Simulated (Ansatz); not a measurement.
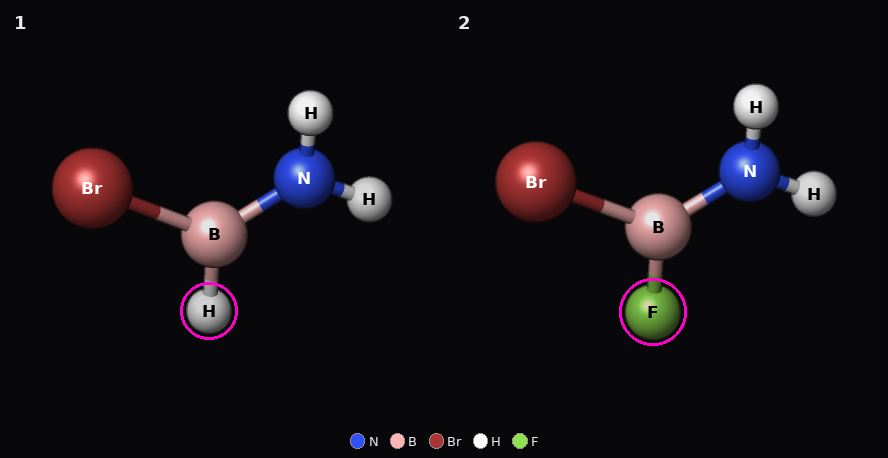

2 molecules with one skeleton, seen from the same side and at one scale; the atom that differs is circled. Each species is neutral and a spin singlet. Computed geometries: PBE0-D4/def2-TZVP optimisations, one conformation each. Properties computed with Ansatz 0.2.0.

One atom differs, called X below: H in panel 1, F in panel 2. Their formulas are BBrH3N (`NBBr`), BBrFH2N (`NB(F)Br`).

### In which is the HOMO energy (Kohn–Sham orbital) higher (r2SCAN-D4/def2-TZVPP)?

In panel 1 (X = H).

### In which is the HOMO–LUMO gap larger (r2SCAN-D4/def2-TZVPP)?

In panel 2 (X = F).

Give the values. With PBE0-D4/def2-TZVP: length of X–B (Å), angle N–B–X (°). With r2SCAN-D4/def2-TZVPP: dipole moment (D), HOMO energy (Kohn–Sham orbital) (eV), HOMO–LUMO gap (eV).

```tsv
quantity	1 (H)	2 (F)	2 − 1
length of X–B (Å)	1.190	1.326	+0.136
angle N–B–X (°)	122.0	121.0	−1.0
dipole moment (D)	2.86	2.89	+0.03
HOMO energy (Kohn–Sham orbital) (eV)	−7.05	−7.27	−0.22
HOMO–LUMO gap (eV)	6.42	7.43	+1.01
```
